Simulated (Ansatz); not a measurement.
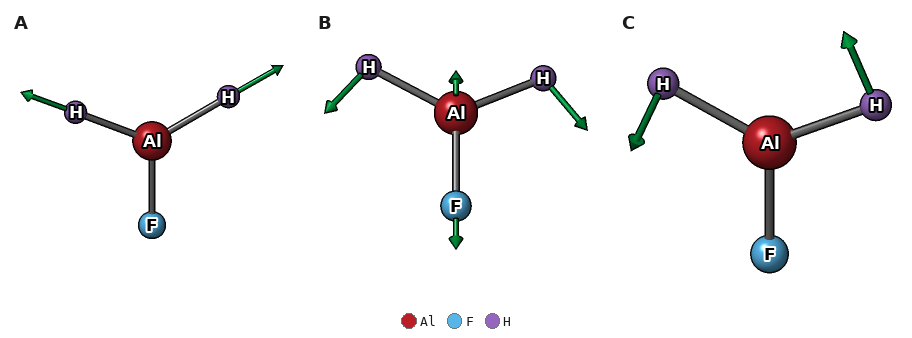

3 normal modes of one molecule or complex, as arrows. Harmonic vibrations computed with RKS PBE0-D4/def2-TZVP (Ansatz 0.2.0) at a stationary point of the same level.

Match the panels to the wavenumbers 550 cm⁻¹, 846 cm⁻¹, 1964 cm⁻¹.

Answer. A: 1964 cm⁻¹, in-phase stretching of 2 Al–H bonds
B: 846 cm⁻¹
C: 550 cm⁻¹, F–Al–H bending
